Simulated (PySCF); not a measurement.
**[Hg(H2O)2]2+: other functionals and bases at one geometry**

How far do other levels of theory move the description of [Hg(H2O)2]2+, and what does each cost? The species was built from a template and needn't be a known compound.

Method: several levels, as the steps say, no spin–orbit coupling; program: PySCF 2.14.0.

2 further runs of the same task are left out: 2 for a known fault of the program.

**1. Starting geometry**

7 atoms, charge 2, spin multiplicity 1.

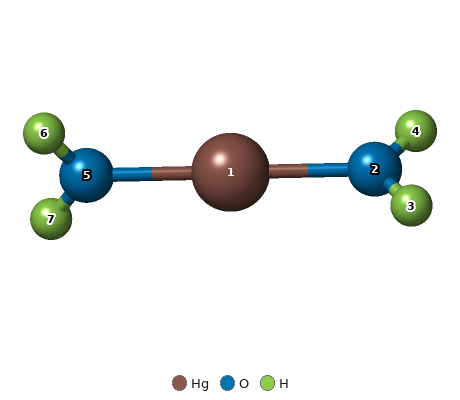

The structure; mercury brown, oxygen blue, hydrogen green; atoms are numbered from 1 in the order of the file.

As a file:

```xyz
7
charge 2, multiplicity 1
Hg    0.00000    0.00000    0.00000
O     0.00000    0.00000    2.06182
H     0.57263    0.57263    2.62050
H    -0.57263   -0.57263    2.62050
O     0.00000    0.00000   -2.06182
H     0.57263   -0.57263   -2.62050
H    -0.57263    0.57263   -2.62050
```

Formal oxidation states: Hg +2. An earlier session relaxed this geometry at B3LYP, Hg def2-SVP with ECP60, O def2-SVP, H def2-SVP (singlet, point group D2d).

At B3LYP on the finer grid: E = -305.517882 Eh, HOMO -21.48 eV, LUMO -14.78 eV, Mulliken charge on Hg1 +1.21 e, largest force component 0.006 eV/Å. 

Levels to run: BLYP; r2SCAN; HF; wB97X; B3LYP, TZVP; B3LYP, x2c-SVP. Hardware: 2 threads of Arm Neoverse V1, shared host.

**2. BLYP**

Input file run.py (the lines that set the calculation):

```python
mol = gto.M(atom='''
Hg     0.00000     0.00000     0.00000
O      0.00000     0.00000     2.06182
H      0.57263     0.57263     2.62050
H     -0.57263    -0.57263     2.62050
O      0.00000     0.00000    -2.06182
H      0.57263    -0.57263    -2.62050
H     -0.57263     0.57263    -2.62050''',
    basis={'Hg': 'def2-SVP', 'O': 'def2-SVP', 'H': 'def2-SVP'},
    ecp={'Hg': 'def2-SVP'},
    charge=2, spin=0)
mf = dft.RKS(mol, xc='BLYP')
mf.grids.atom_grid = (75, 302)
mf = mf.density_fit()  # fitting sets: Hg def2-universal-JKFIT, O def2-universal-JKFIT, H def2-universal-JKFIT
mf.conv_tol = 1e-08; mf.max_cycle = 55
mf.kernel(dm0)  # dm0: the density of the relaxed state
```

Started as:

```bash
$ OMP_NUM_THREADS=2 python run.py
```

Output:

```text
init E= -305.407665020493
  HOMO = -0.721078048730808  LUMO = -0.567019506573249  gap/eV = 4.19215
cycle= 1 E= -305.409532547788  delta_E= -0.00187  |g|= 0.04  |ddm|= 0.288
  HOMO = -0.736584565251298  LUMO = -0.574301245298294  gap/eV = 4.41595
cycle= 2 E= -305.408633458264  delta_E= 0.000899  |g|= 0.0821  |ddm|= 0.136
  HOMO = -0.728283730665993  LUMO = -0.570716057069863  gap/eV = 4.28763
cycle= 3 E= -305.40993203717  delta_E= -0.0013  |g|= 0.00686  |ddm|= 0.0689
  HOMO = -0.727996696200095  LUMO = -0.570205392468385  gap/eV = 4.29372
cycle= 4 E= -305.409942176837  delta_E= -1.01e-05  |g|= 0.00222  |ddm|= 0.00903
  HOMO = -0.727826171692312  LUMO = -0.570313765661123  gap/eV = 4.28613
cycle= 5 E= -305.40994343978  delta_E= -1.26e-06  |g|= 0.000201  |ddm|= 0.00375
  HOMO = -0.727801295065727  LUMO = -0.570277903361667  gap/eV = 4.28643
cycle= 6 E= -305.409943449525  delta_E= -9.75e-09  |g|= 1.81e-05  |ddm|= 0.00022
  HOMO = -0.727799311974376  LUMO = -0.570277655125476  gap/eV = 4.28638
Extra cycle  E= -305.409943449567  delta_E= -4.14e-11  |g|= 1.08e-05  |ddm|= 2.24e-05
converged SCF energy = -305.409943449567
```

Wall time 4.6 s (2 threads of Arm Neoverse V1, shared host).

Read off: E = -305.409943 Eh, HOMO -19.80 eV, LUMO -15.52 eV, Mulliken charge on Hg1 +1.13 e, largest force component 0.266 eV/Å. 

**3. r2SCAN**

run.py (the lines that set the calculation), as its differences from that of step 2:

```diff
@@ -11,3 +11,3 @@
     charge=2, spin=0)
-mf = dft.RKS(mol, xc='BLYP')
+mf = dft.RKS(mol, xc='R2SCAN')
 mf.grids.atom_grid = (75, 302)
```

Started as:

```bash
$ OMP_NUM_THREADS=2 python run.py
```

Output:

```text
init E= -305.452085269778
  HOMO = -0.746924557794114  LUMO = -0.566979360736372  gap/eV = 4.89656
cycle= 1 E= -305.452899466907  delta_E= -0.000814  |g|= 0.0403  |ddm|= 0.181
  HOMO = -0.7537035867288  LUMO = -0.563441726745506  gap/eV = 5.17729
cycle= 2 E= -305.452321623287  delta_E= 0.000578  |g|= 0.068  |ddm|= 0.108
  HOMO = -0.747594978925321  LUMO = -0.563578698613945  gap/eV = 5.00734
cycle= 3 E= -305.453237013708  delta_E= -0.000915  |g|= 0.00513  |ddm|= 0.0638
  HOMO = -0.748136165736521  LUMO = -0.564245731197854  gap/eV = 5.00391
cycle= 4 E= -305.453242343934  delta_E= -5.33e-06  |g|= 0.000347  |ddm|= 0.00484
  HOMO = -0.748076751417167  LUMO = -0.564219145918301  gap/eV = 5.00302
cycle= 5 E= -305.453242370909  delta_E= -2.7e-08  |g|= 4.09e-05  |ddm|= 0.000624
  HOMO = -0.748080092359132  LUMO = -0.56421661801452  gap/eV = 5.00318
cycle= 6 E= -305.453242371458  delta_E= -5.49e-10  |g|= 3.82e-06  |ddm|= 0.000104
  HOMO = -0.748078945025995  LUMO = -0.564216658816729  gap/eV = 5.00315
Extra cycle  E= -305.453242371456  delta_E= 2.22e-12  |g|= 6.52e-06  |ddm|= 1.31e-05
converged SCF energy = -305.453242371456
```

Run time: 7.5 s. Hardware: 2 threads of Arm Neoverse V1, shared host.

It gives: E = -305.453242 Eh, HOMO -20.36 eV, LUMO -15.35 eV, Mulliken charge on Hg1 +1.23 e, largest force component 0.175 eV/Å. 

**4. HF**

run.py (the lines that set the calculation), as its differences from that of step 3:

```diff
@@ -11,4 +11,3 @@
     charge=2, spin=0)
-mf = dft.RKS(mol, xc='R2SCAN')
-mf.grids.atom_grid = (75, 302)
+mf = scf.RHF(mol)
 mf = mf.density_fit()  # fitting sets: Hg def2-universal-JKFIT, O def2-universal-JKFIT, H def2-universal-JKFIT
```

Started as:

```bash
$ OMP_NUM_THREADS=2 python run.py
```

Output:

```text
init E= -303.736826061952
  HOMO = -0.985477680575558  LUMO = -0.380583530762149  gap/eV = 16.46001
cycle= 1 E= -303.76374506764  delta_E= -0.0269  |g|= 0.0633  |ddm|= 0.613
  HOMO = -0.979899904408127  LUMO = -0.3755346891976  gap/eV = 16.44562
cycle= 2 E= -303.765525942926  delta_E= -0.00178  |g|= 0.0214  |ddm|= 0.146
  HOMO = -0.972881694687915  LUMO = -0.374513907575949  gap/eV = 16.28242
cycle= 3 E= -303.765785591517  delta_E= -0.00026  |g|= 0.00913  |ddm|= 0.0567
  HOMO = -0.974453814518092  LUMO = -0.375224570219022  gap/eV = 16.30586
cycle= 4 E= -303.765819024617  delta_E= -3.34e-05  |g|= 0.00334  |ddm|= 0.016
  HOMO = -0.973620845294568  LUMO = -0.375632223701093  gap/eV = 16.27210
cycle= 5 E= -303.765828586395  delta_E= -9.56e-06  |g|= 0.000468  |ddm|= 0.0135
  HOMO = -0.97361335656717  LUMO = -0.375689096754655  gap/eV = 16.27035
cycle= 6 E= -303.76582877381  delta_E= -1.87e-07  |g|= 0.000129  |ddm|= 0.00184
  HOMO = -0.973590581396108  LUMO = -0.375675289651877  gap/eV = 16.27010
cycle= 7 E= -303.76582878258  delta_E= -8.77e-09  |g|= 3.27e-05  |ddm|= 0.000435
  HOMO = -0.97359352939688  LUMO = -0.375680977033053  gap/eV = 16.27003
Extra cycle  E= -303.765828783194  delta_E= -6.14e-10  |g|= 1.51e-05  |ddm|= 6.93e-05
converged SCF energy = -303.765828783194
```

Wall time 1 s (2 threads of Arm Neoverse V1, shared host).

Result: E = -303.765829 Eh, HOMO -26.49 eV, LUMO -10.22 eV, Mulliken charge on Hg1 +1.48 e, largest force component 1.344 eV/Å. 

**5. wB97X**

run.py (the lines that set the calculation), as its differences from that of step 4:

```diff
@@ -11,3 +11,4 @@
     charge=2, spin=0)
-mf = scf.RHF(mol)
+mf = dft.RKS(mol, xc='WB97X')
+mf.grids.atom_grid = (75, 302)
 mf = mf.density_fit()  # fitting sets: Hg def2-universal-JKFIT, O def2-universal-JKFIT, H def2-universal-JKFIT
```

Started as:

```bash
$ OMP_NUM_THREADS=2 python run.py
```

Output:

```text
init E= -305.463216415346
  HOMO = -0.896238809858003  LUMO = -0.444109619777624  gap/eV = 12.30306
cycle= 1 E= -305.465089058851  delta_E= -0.00187  |g|= 0.0174  |ddm|= 0.115
  HOMO = -0.897253492636509  LUMO = -0.442579102277811  gap/eV = 12.37232
cycle= 2 E= -305.465193563677  delta_E= -0.000105  |g|= 0.0156  |ddm|= 0.0434
  HOMO = -0.894557194325369  LUMO = -0.442041203363619  gap/eV = 12.31359
cycle= 3 E= -305.465236452866  delta_E= -4.29e-05  |g|= 0.00233  |ddm|= 0.0097
  HOMO = -0.894447836617422  LUMO = -0.441990039086143  gap/eV = 12.31200
cycle= 4 E= -305.465240986281  delta_E= -4.53e-06  |g|= 0.000841  |ddm|= 0.00777
  HOMO = -0.894279391838364  LUMO = -0.441846661831743  gap/eV = 12.31132
cycle= 5 E= -305.465241224951  delta_E= -2.39e-07  |g|= 0.000177  |ddm|= 0.00163
  HOMO = -0.894288762466328  LUMO = -0.441883963083413  gap/eV = 12.31056
cycle= 6 E= -305.465241257847  delta_E= -3.29e-08  |g|= 4.56e-05  |ddm|= 0.000737
  HOMO = -0.894285314591447  LUMO = -0.441880366972139  gap/eV = 12.31057
cycle= 7 E= -305.465241259265  delta_E= -1.42e-09  |g|= 7.68e-06  |ddm|= 0.000181
  HOMO = -0.89428388117391  LUMO = -0.44187996850107  gap/eV = 12.31054
Extra cycle  E= -305.465241259299  delta_E= -3.34e-11  |g|= 2.85e-06  |ddm|= 2.33e-05
converged SCF energy = -305.465241259299
```

It took 8.6 s on 2 threads of Arm Neoverse V1, shared host.

Result: E = -305.465241 Eh, HOMO -24.33 eV, LUMO -12.02 eV, Mulliken charge on Hg1 +1.26 e, largest force component 0.143 eV/Å. 

**6. B3LYP, TZVP**

Basis: Hg def2-TZVP with ECP60, O def2-TZVP, H def2-TZVP. 

run.py (the lines that set the calculation), as its differences from that of step 5:

```diff
@@ -8,6 +8,6 @@
 H     -0.57263     0.57263    -2.62050''',
-    basis={'Hg': 'def2-SVP', 'O': 'def2-SVP', 'H': 'def2-SVP'},
-    ecp={'Hg': 'def2-SVP'},
+    basis={'Hg': 'def2-TZVP', 'O': 'def2-TZVP', 'H': 'def2-TZVP'},
+    ecp={'Hg': 'def2-TZVP'},
     charge=2, spin=0)
-mf = dft.RKS(mol, xc='WB97X')
+mf = dft.RKS(mol, xc='B3LYP')
 mf.grids.atom_grid = (75, 302)
@@ -15,2 +15,2 @@
 mf.conv_tol = 1e-08; mf.max_cycle = 55
-mf.kernel(dm0)  # dm0: the density of the relaxed state
+mf.kernel(dm0)  # dm0: free metal ions and neutral atoms
```

Started as:

```bash
$ OMP_NUM_THREADS=2 python run.py
```

Output:

```text
init E= -305.368450775771
  HOMO = -0.917064638156985  LUMO = -0.714889713529292  gap/eV = 5.50146
cycle= 1 E= -305.515854211651  delta_E= -0.147  |g|= 1.02  |ddm|= 2.01
  HOMO = -0.627908792785804  LUMO = -0.43913551850023  gap/eV = 5.13678
cycle= 2 E= -305.316771713936  delta_E= 0.199  |g|=  1.5  |ddm|= 1.25
  HOMO = -0.801300977561911  LUMO = -0.532925370802545  gap/eV = 7.30287
cycle= 3 E= -305.705062128736  delta_E= -0.388  |g|= 0.158  |ddm|= 0.785
  HOMO = -0.792156072673276  LUMO = -0.547570674718752  gap/eV = 6.65551
cycle= 4 E= -305.709807781586  delta_E= -0.00475  |g|= 0.0461  |ddm|= 0.163
  HOMO = -0.79133232459644  LUMO = -0.544174267677313  gap/eV = 6.72551
cycle= 5 E= -305.710117266148  delta_E= -0.000309  |g|= 0.0093  |ddm|= 0.0342
  HOMO = -0.791638762918374  LUMO = -0.54417136546348  gap/eV = 6.73393
cycle= 6 E= -305.710128969166  delta_E= -1.17e-05  |g|= 0.00112  |ddm|= 0.00628
  HOMO = -0.791819006272013  LUMO = -0.544161831453621  gap/eV = 6.73909
cycle= 7 E= -305.710129224333  delta_E= -2.55e-07  |g|= 0.000147  |ddm|= 0.000767
  HOMO = -0.791828986599372  LUMO = -0.544181771866164  gap/eV = 6.73882
cycle= 8 E= -305.710129228815  delta_E= -4.48e-09  |g|= 7.97e-06  |ddm|= 0.000216
  HOMO = -0.791827222039275  LUMO = -0.544180158633328  gap/eV = 6.73882
Extra cycle  E= -305.710129228819  delta_E= -3.87e-12  |g|= 7.21e-06  |ddm|= 1.12e-05
converged SCF energy = -305.710129228819
```

It took 14 s on 2 threads of Arm Neoverse V1, shared host.

Result: E = -305.710129 Eh, HOMO -21.55 eV, LUMO -14.81 eV, Mulliken charge on Hg1 +1.32 e, largest force component 0.251 eV/Å. 

**7. B3LYP, x2c-SVP**

Basis: Hg x2c-SVPall, O x2c-SVPall, H x2c-SVPall. All electrons are treated, with the spin-free X2C Hamiltonian.

Input file run.py (the lines that set the calculation):

```python
mol = gto.M(atom='''
Hg     0.00000     0.00000     0.00000
O      0.00000     0.00000     2.06182
H      0.57263     0.57263     2.62050
H     -0.57263    -0.57263     2.62050
O      0.00000     0.00000    -2.06182
H      0.57263    -0.57263    -2.62050
H     -0.57263     0.57263    -2.62050''',
    basis={'Hg': 'x2c-SVPall', 'O': 'x2c-SVPall', 'H': 'x2c-SVPall'},
    nucmod='G',
    charge=2, spin=0)
mf = dft.RKS(mol, xc='B3LYP')
mf.grids.atom_grid = (99, 590)
mf = mf.density_fit()  # fitting sets: Hg AutoAux, O AutoAux, H AutoAux
mf = mf.sfx2c1e()
mf.conv_tol = 1e-08; mf.max_cycle = 55
mf.kernel(dm0)  # dm0: free metal ions and neutral atoms
```

Started as:

```bash
$ OMP_NUM_THREADS=2 python run.py
```

Output:

```text
init E= -19776.9521010951
  HOMO = -0.908172786782588  LUMO = -0.711180017392516  gap/eV = 5.36045
cycle= 1 E= -19776.9459286248  delta_E= 0.00617  |g|= 0.938  |ddm|= 2.63
  HOMO = -0.634937278512683  LUMO = -0.452689642592927  gap/eV = 4.95921
cycle= 2 E= -19776.7834183705  delta_E= 0.163  |g|= 1.34  |ddm|= 1.41
  HOMO = -0.801345301766968  LUMO = -0.537841246451693  gap/eV = 7.17031
cycle= 3 E= -19777.1110944771  delta_E= -0.328  |g|= 0.139  |ddm|= 0.929
  HOMO = -0.791666003157525  LUMO = -0.551211170460648  gap/eV = 6.54311
cycle= 4 E= -19777.11491668  delta_E= -0.00382  |g|= 0.0465  |ddm|= 0.171
  HOMO = -0.790913262462824  LUMO = -0.548608498872499  gap/eV = 6.59345
cycle= 5 E= -19777.1151659935  delta_E= -0.000249  |g|= 0.00612  |ddm|= 0.0284
  HOMO = -0.790984174365062  LUMO = -0.548472872888684  gap/eV = 6.59907
cycle= 6 E= -19777.1151696406  delta_E= -3.65e-06  |g|= 0.000864  |ddm|= 0.00464
  HOMO = -0.791132443612532  LUMO = -0.548480585363449  gap/eV = 6.60289
cycle= 7 E= -19777.115169787  delta_E= -1.46e-07  |g|= 9.43e-05  |ddm|= 0.000676
  HOMO = -0.791142731521416  LUMO = -0.54849680009968  gap/eV = 6.60273
cycle= 8 E= -19777.1151697887  delta_E= -1.72e-09  |g|= 9.74e-06  |ddm|= 0.000136
  HOMO = -0.791141649341185  LUMO = -0.548494797729451  gap/eV = 6.60276
Extra cycle  E= -19777.1151697887  delta_E= -1.09e-11  |g|= 1.05e-05  |ddm|= 1.49e-05
converged SCF energy = -19777.1151697887
```

Wall time 48 s (2 threads of Arm Neoverse V1, shared host).

Result: E = -19777.115170 Eh, HOMO -21.53 eV, LUMO -14.93 eV, Mulliken charge on Hg1 +1.13 e, largest force component 0.066 eV/Å. 

**8. All levels side by side**

| level | state | HOMO (eV) | gap (eV) | charge on Hg1 (e) | dipole (D) | largest force (eV/Å) | basis functions | time |
| --- | --- | --- | --- | --- | --- | --- | --- | --- |
| B3LYP (relaxed here) | singlet | -21.48 | 6.70 | 1.21 | 0.00 | 0.01 | 80 | 6.3 s |
| BLYP | singlet | -19.80 | 4.29 | 1.13 | 0.00 | 0.27 | 80 | 4.6 s |
| r2SCAN | singlet | -20.36 | 5.00 | 1.23 | 0.00 | 0.18 | 80 | 7.5 s |
| HF | singlet | -26.49 | 16.27 | 1.48 | 0.00 | 1.34 | 80 | 1 s |
| wB97X | singlet | -24.33 | 12.31 | 1.26 | 0.00 | 0.14 | 80 | 8.6 s |
| B3LYP, TZVP | singlet | -21.55 | 6.74 | 1.32 | 0.00 | 0.25 | 129 | 14 s |
| B3LYP, x2c-SVP | singlet | -21.53 | 6.60 | 1.13 | 0.00 | 0.07 | 117 | 48 s |

Times are on 2 threads of Arm Neoverse V1, shared host; the first row also made further properties. The dipole of a charged species depends on the origin, so these sizes hold for this origin alone.

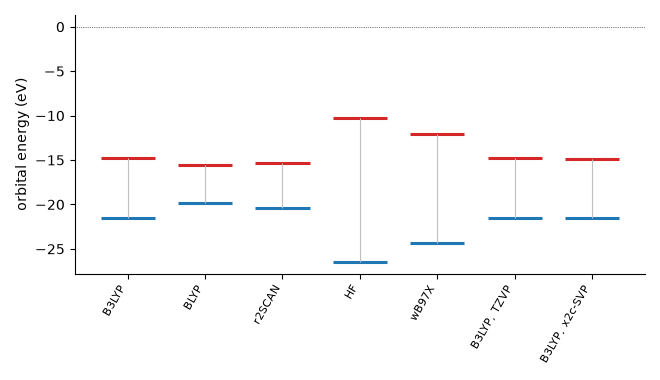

Highest filled and lowest empty level, method by method.

In one basis the HOMO–LUMO gap runs from 4.29 eV (BLYP) to 16.27 eV (HF). The largest leftover force, 1.34 eV/Å with HF, stands at a geometry relaxed at another level. The Mulliken charge on Hg spans +1.13 to +1.48 e over the levels. Total energies of different levels can't be compared. Spin–orbit coupling is left out throughout.
